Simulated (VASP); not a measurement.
Band structure of BN (wurtzite). These are vdW-DF-cx, VASP's PBE PAW potentials (set 64) (plane waves; VASP) values and carry that method's errors.

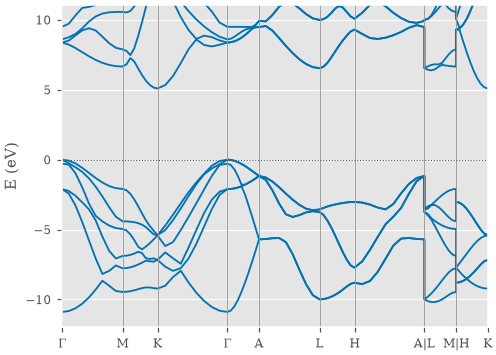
Bands along high-symmetry lines, zero at the valence-band maximum or, without a gap, the Fermi level

Problem. Read the plot: is there a gap, and where are the band edges?

Solution. The gap is indirect, 5.09 eV, from the valence maximum at Γ to the conduction minimum at K. (Edges off the drawn lines would not show.)

The compound is BN in the wurtzite structure, a metastable high-pressure form. It was relaxed first.
